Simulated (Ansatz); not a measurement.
**C$_{2}$H$_{7}$BSi$_{2}$: density, localisation and related maps**

Input file:

```
crystal:
  periodic: [false, false, false]
  atoms:
    - { symbol: B, position_ang: [-1.3189, -0.6453, 0.3193] }
    - { symbol: C, position_ang: [-0.1564, -0.9807, 1.2272] }
    - { symbol: C, position_ang: [1.0149, -0.4517, 0.9396] }
    - { symbol: Si, position_ang: [1.2575, 0.6925, -0.5004] }
    - { symbol: Si, position_ang: [-0.9257, 0.5988, -1.1487] }
    - { symbol: H, position_ang: [-2.4556, -1.0069, 0.485] }
    - { symbol: H, position_ang: [-0.2587, -1.6481, 2.0729] }
    - { symbol: H, position_ang: [1.9524, -0.67, 1.5567] }
    - { symbol: H, position_ang: [2.0783, 0.1365, -1.48] }
    - { symbol: H, position_ang: [1.5716, 2.036, -0.047] }
    - { symbol: H, position_ang: [-1.6108, 1.9048, -0.9604] }
    - { symbol: H, position_ang: [-1.0717, -0.021, -2.4301] }
basis:
  gaussian: { orbitals: def2-mTZVP }
hamiltonian:
  xc: hf
relax:
  f_tol: 0.02
  max_steps: 50
output:
  orbitals: {}
```

Run with:

```sh
ansatz run input.yaml --threads 2 --pin off --max-ram 3072MiB --backend cpu --events-out ev --progress --plain --runs-dir out
```

The fields are those of the relaxed geometry.

All numbers below come from Ansatz, RHF/def2-mTZVP.

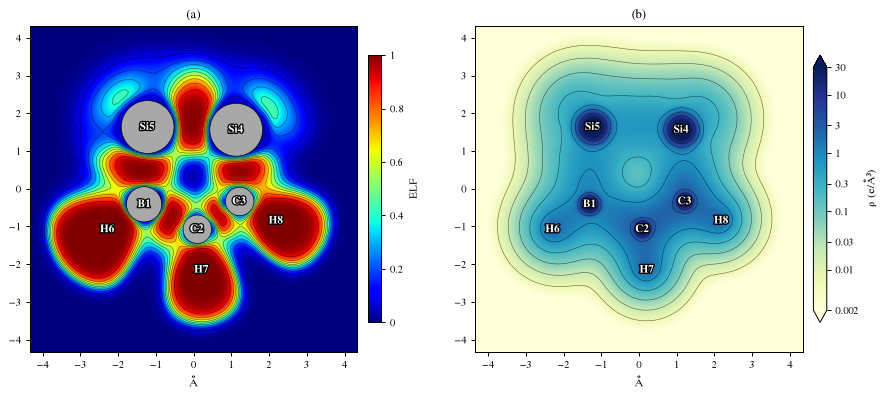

Figure 1. (a) ELF; (b) total electron density on the plane of atoms B1, C2 and H7. Grey discs cover the atomic cores in the ELF map.

Q: Read the bonding off the picture.

A: The plane passes through B, C, Si and H nuclei. C–C (1.34 Å): ρ is about 2.4 e/Å³ halfway; the ELF peaks at about 0.95 between the atoms: a multiple bond. C–B (1.56 Å): ρ is about 1.5 e/Å³ halfway; the ELF peaks at about 1 between the atoms, as expected for localised, covalent bonding. C–Si (1.90 Å): the density is about 0.96 e/Å³ at the midpoint; the ELF peaks at about 1 between the atoms: a covalent bond. Si–B (2.05 Å): ρ at the midpoint is about 0.79 e/Å³; the ELF peaks at about 1 between the atoms, as expected for localised, covalent bonding. Si–Si (2.35 Å): ρ at the midpoint is about 0.64 e/Å³; the ELF peaks at about 1 between the atoms, as expected for a covalent bond.

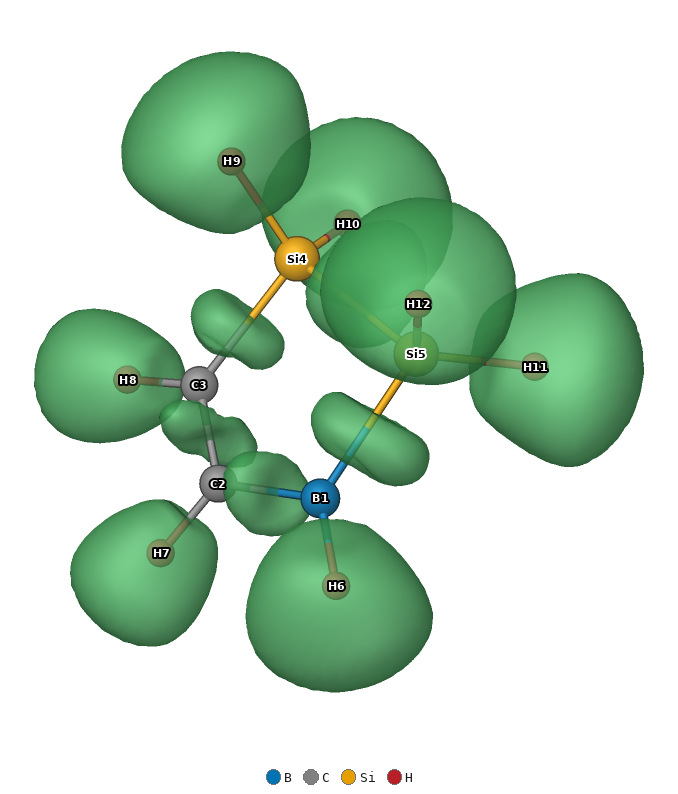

Figure 2. Isosurface of the ELF at 0.85 (green), seen at a tilt. Only the valence region is drawn (cores and ρ < 0.01 e/Å³ removed).

Q: Where are the electrons localised?

A: The ELF exceeds this value in one region between bonded B–C atoms (shared pairs), one region between bonded B–Si atoms (shared pairs), one region between bonded C–C atoms (shared pairs), one region between bonded C–Si atoms (shared pairs), one region between bonded Si–Si atoms (shared pairs) and seven regions around hydrogen nuclei.

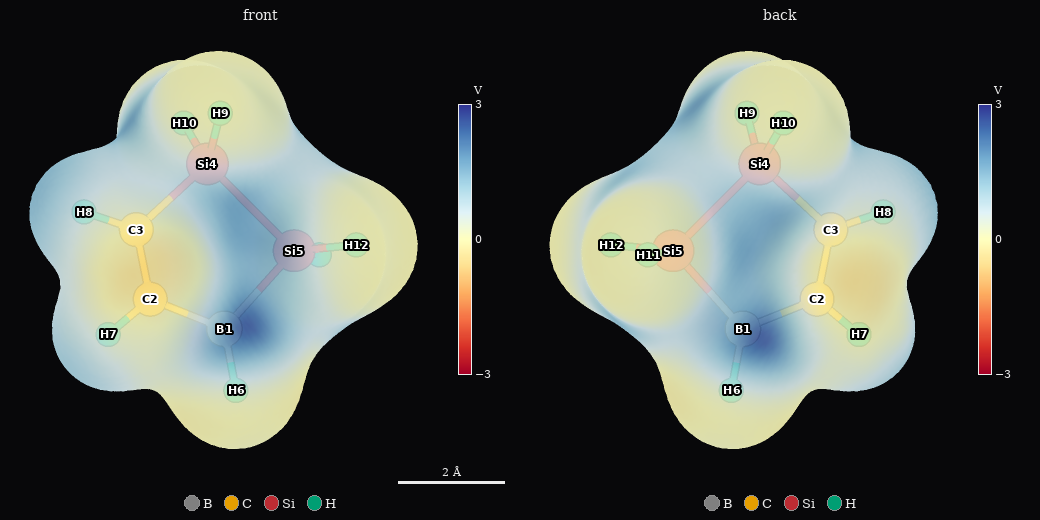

Figure 3. The electrostatic potential painted on the density surface at 0.004 e/bohr³, seen from the front and from behind; the colour scale runs from red (negative) to blue (positive).

Q: Which sites attract a positive test charge, and which a negative one?

A: A positive charge is drawn to the negative regions and a negative charge to the positive ones. The most negative region (about −0.4 V) lies over the π face of C2 and C3, the most positive (about +2.5 V) over B1.
